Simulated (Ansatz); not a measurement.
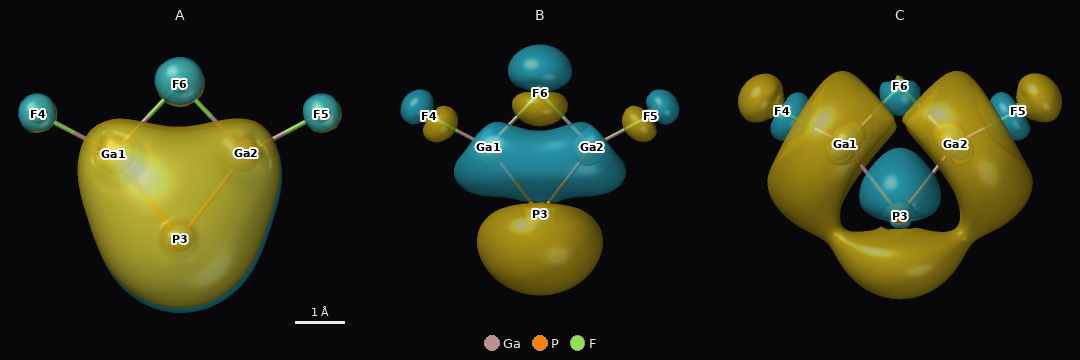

F$_{3}$Ga$_{2}$P. Three frontier orbitals at ±0.06 Å⁻³ᐟ² (yellow and cyan are the two phases), in no order.

Geometry: PBE-D4/def2-SVP.

All numbers below come from RKS PBE0-D4/def2-TZVP (Ansatz).

```xyz
6

Ga   -0.1363   -1.3731   -0.1030
Ga   -0.2052    1.3188    0.3660
P    -1.5599   -0.2491    1.2017
F     0.5427   -2.7983   -0.8638
F     0.3970    2.9486    0.1374
F     0.9618    0.1530   -0.7384
```

Which picture is the HOMO−1, the HOMO and the LUMO?

B is the HOMO−1 (−8.91 eV). Its weight (Hirshfeld) is mainly on P3 (about 60 %), F6 (about 15 %), Ga1 (about 10 %) and Ga2 (about 10 %); it is symmetric in the molecular plane (an in-plane orbital: σ, lone-pair or in-plane π type). A is the HOMO (−7.15 eV). By Hirshfeld shares it lies mainly on P3 (about 65 %), Ga1 (about 15 %) and Ga2 (about 15 %); it changes sign across the molecular plane (π type). C is the LUMO (−2.27 eV). It lies mainly on Ga1 (about 30 %), Ga2 (about 30 %), P3 (about 25 %), F4 (about 5 %) and F5 (about 5 %); it is symmetric in the molecular plane (an in-plane orbital: σ, lone-pair or in-plane π type).

What is the HOMO–LUMO gap?

4.88 eV between the orbital energies.
